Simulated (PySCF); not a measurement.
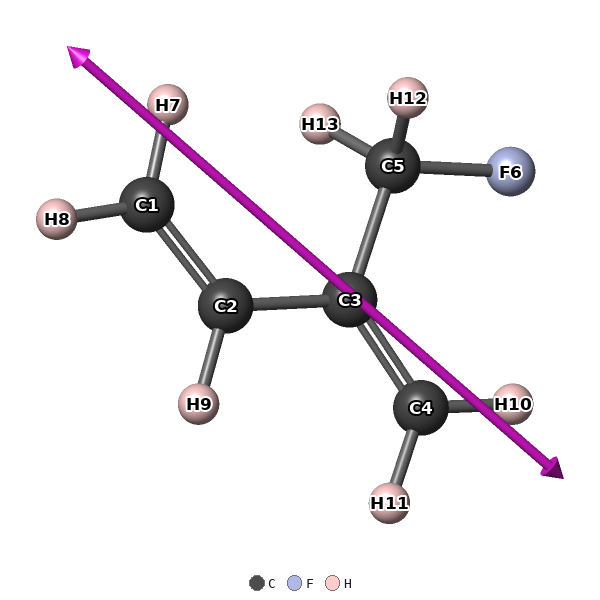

The double arrow shows the direction of the transition dipole to excited singlet state 1 (its length means nothing). Computed geometry: GFN2-xTB optimisation. No frequency run is at hand to confirm it as a minimum. Method: TDDFT PBE0/def2-SVPD, vertical, gas phase, core orbitals frozen in the response (PySCF 2.14.0).

Give its energy, strength and character.

Answer. 5.88 eV (211 nm), oscillator strength 0.60, mainly HOMO → LUMO (weight 0.97); transition dipole 5.18 D.
